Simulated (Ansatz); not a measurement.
## Electronic structure of BClH6NSi2 (doublet) in real space

```xyz
11

B     0.6049    1.1915    0.9692
N     0.2133    0.0257    0.2677
Si   -0.2047   -1.4226    1.1747
Si    0.1412    0.0315   -1.4702
Cl   -1.7965    0.2685   -2.1020
H     0.8782    2.1879    0.3635
H     0.6611    1.1645    2.1666
H    -0.9553   -2.3296    0.2615
H    -1.0201   -1.0518    2.3616
H     0.9406    1.1561   -1.9926
H     0.6029   -1.2788   -1.9794
```

Geometry: PBE0-D4/def2-TZVP.

Level of theory: Ansatz 0.2.0, UKS PBE0-D4/def2-TZVPP.

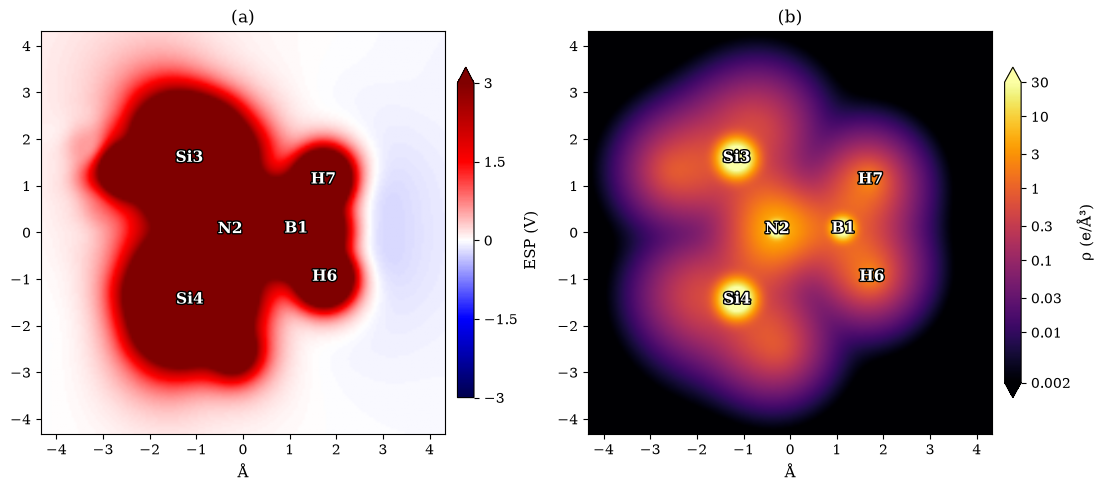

Figure 1. (a) molecular electrostatic potential; (b) electron density on the plane of atoms Si3, N2 and Si4.

What does the map show?

Answer.
- The plane passes through B, N, Si and H nuclei.
- B–N (1.42 Å): ρ is about 1.9 e/Å³ halfway.
- Si–N (1.74 Å): the density is about 1.1 e/Å³ at the midpoint.
- B–H (1.20 Å): ρ is about 1.3 e/Å³ halfway.
- The potential has no marked negative region in this plane.

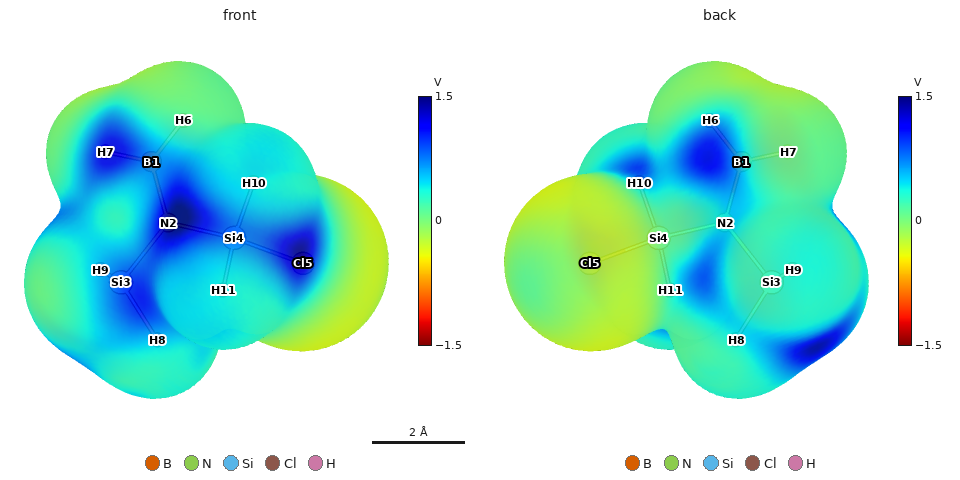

Figure 2. The electrostatic potential painted on the density surface at 0.002 e/bohr³, seen from the front and from behind; red is negative and blue positive.

Where is the surface potential most negative and most positive?

Answer. The most negative region (about −0.4 V) lies over Cl5, the most positive (about +1.4 V) over Si4.

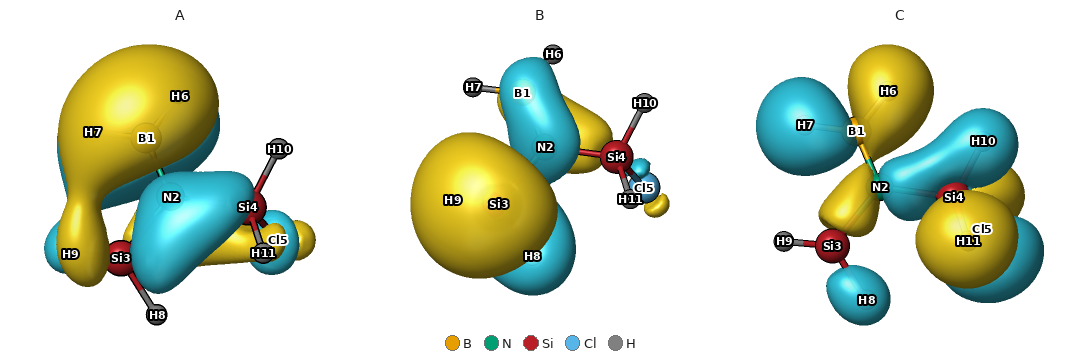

Figure 3. Three frontier orbitals at ±0.06 Å⁻³ᐟ² (yellow and cyan are the two phases), in no order.

Order the three orbitals by energy and name them. All are α orbitals.

Answer. C is the HOMO−1 (α) (−8.97 eV). Its weight (Hirshfeld) is mainly on Cl5 (about 30 %), B1 (about 15 %), H7 (about 10 %), Si4 (about 10 %), H6 (about 10 %) and H11 (about 10 %). B is the HOMO (α) (−6.25 eV). By Hirshfeld shares it lies mainly on Si3 (about 70 %), N2 (about 10 %), H9 (about 5 %) and H8 (about 5 %). A is the LUMO (α) (−0.94 eV). Its weight (Hirshfeld) is mainly on B1 (about 55 %), N2 (about 10 %), Si3 (about 10 %), H7 (about 10 %) and H6 (about 5 %).

What is the gap between the highest occupied and lowest empty α orbitals?

Answer. 5.31 eV between the orbital energies.

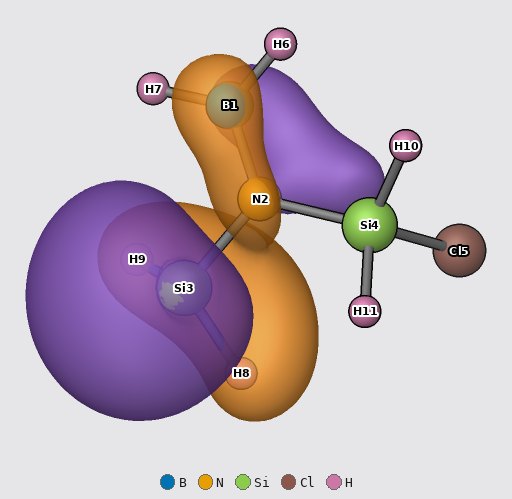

Figure 4. One frontier orbital at ±0.08 Å⁻³ᐟ² (orange and purple are the two phases), seen at a tilt.

Which orbital is it: HOMO (β) or LUMO (β)?

Answer. The LUMO (β), at −2.55 eV. Its weight (Hirshfeld) is mainly on Si3 (about 70 %) and H9 (about 5 %).
